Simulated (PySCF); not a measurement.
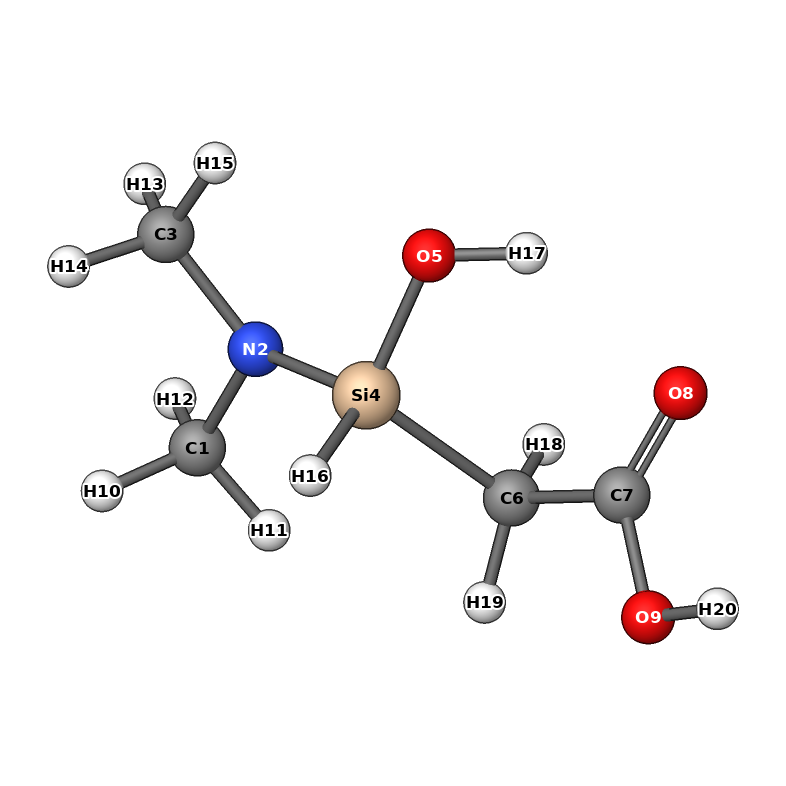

The questions are on isotropic NMR shieldings of the O atoms. The computed structure is the end point of a GFN2-xTB optimisation. No frequency run is at hand to confirm it as a minimum. Method: GIAO PBE0/pcSseg-1 NMR shielding, non-relativistic, gas phase (PySCF 2.14.0).

Give the isotropic NMR shieldings of the O atoms atom by atom.

```
atom  σ (ppm)
  O5    300.0
  O8    −79.8
  O9    113.4
```

The geometry is semi-empirical. Around Si such bond lengths and angles can be off by a tenth of an ångström or more and by several degrees, and values that hang on the shape move with them.
